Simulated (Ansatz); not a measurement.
The relaxed structure here is a generated cell of HfO2: the first start was made by a random draw of sites in a space group, and the end was not matched to a known phase here, so it may be hypothetical. Known forms of HfO2 include space group No. 14, 29, 137, 225.

The end point of a relaxation of HfO$_{2}$. Space group P2₁/m (No. 11). These are PBEsol (plane waves to 420 eV, PAW, scalar-relativistic; Ansatz, a program for electronic structure) values and carry that method's errors.

```cif
data_Hf2O4
_chemical_formula_sum 'Hf2 O4'
_space_group_name_H-M_alt 'P 1'
_space_group_IT_number 1
_cell_length_a 3.83307
_cell_length_b 3.43955
_cell_length_c 5.39455
_cell_angle_alpha 90.000
_cell_angle_beta 104.573
_cell_angle_gamma 90.000
loop_
_space_group_symop_operation_xyz
  'x, y, z'
loop_
_atom_site_label
_atom_site_type_symbol
_atom_site_fract_x
_atom_site_fract_y
_atom_site_fract_z
_atom_site_occupancy
Hf1 Hf 0.66628 0.25000 0.76998 1
Hf2 Hf 0.33372 0.75000 0.23002 1
O1 O 0.23451 0.25000 0.93585 1
O2 O 0.76549 0.75000 0.06415 1
O3 O 0.26423 0.25000 0.41996 1
O4 O 0.73577 0.75000 0.58004 1
```

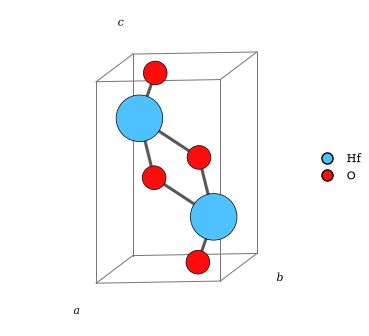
Figure: The conventional cell of the relaxed structure

- Volume per atom: 11.47 Å³
- Band gap: 4.84 eV, direct within 0.03 eV (at Γ) (no spin-orbit coupling)
- Smallest direct gap: 4.86 eV at Γ
- Shortest distances: Hf–O 2.05 Å; O–O 2.49 Å; Hf–Hf 3.35 Å
- k-mesh: 9×10×7

Band energies at high-symmetry points (eV from the VBM; labels of this space group; no spin-orbit coupling), from −5 eV up to 7.7 eV:

```csv
point,energies
Γ,-4.67 -4.39 -4.20 -4.10 -2.87 -2.21 -1.68 -1.16 -0.58 -0.50 -0.39 0.00 4.85 5.26 6.04 6.48 6.74 7.60
Z,-3.86 -3.86 -3.56 -3.56 -2.59 -2.59 -1.83 -1.83 -1.33 -1.33 -0.38 -0.38 5.12 5.12 6.24 6.24 7.69 7.69
D,-4.14 -4.14 -3.28 -3.28 -2.82 -2.82 -1.62 -1.62 -0.98 -0.98 -0.78 -0.78 5.18 5.18 6.45 6.45 7.58 7.58
B,-4.33 -4.20 -3.65 -3.33 -3.17 -2.39 -2.10 -2.02 -1.14 -0.78 -0.34 -0.27 5.78 5.82 6.16 6.25
A,-3.76 -3.55 -3.50 -3.34 -3.25 -3.05 -2.51 -2.02 -1.94 -0.62 -0.53 -0.28 5.03 5.31 6.18 6.40 6.46 7.15
E,-4.44 -4.44 -3.86 -3.86 -2.14 -2.14 -1.84 -1.84 -1.32 -1.32 -0.30 -0.30 6.05 6.05 6.27 6.27 7.54 7.54
C2,-3.05 -3.05 -2.37 -2.37 -1.46 -1.46 -0.80 -0.80 -0.45 -0.45 5.85 5.85 6.34 6.34 7.48 7.48
Y2,-4.56 -4.17 -3.93 -3.34 -3.10 -2.29 -2.06 -1.87 -1.49 -0.62 -0.40 -0.10 5.08 5.24 5.63 6.71 7.52 7.55
```

No spin polarisation in the result.

It was reached from a disturbed copy of a P4₂/mcm (No. 132) cell, against which it lies -806 meV/atom.
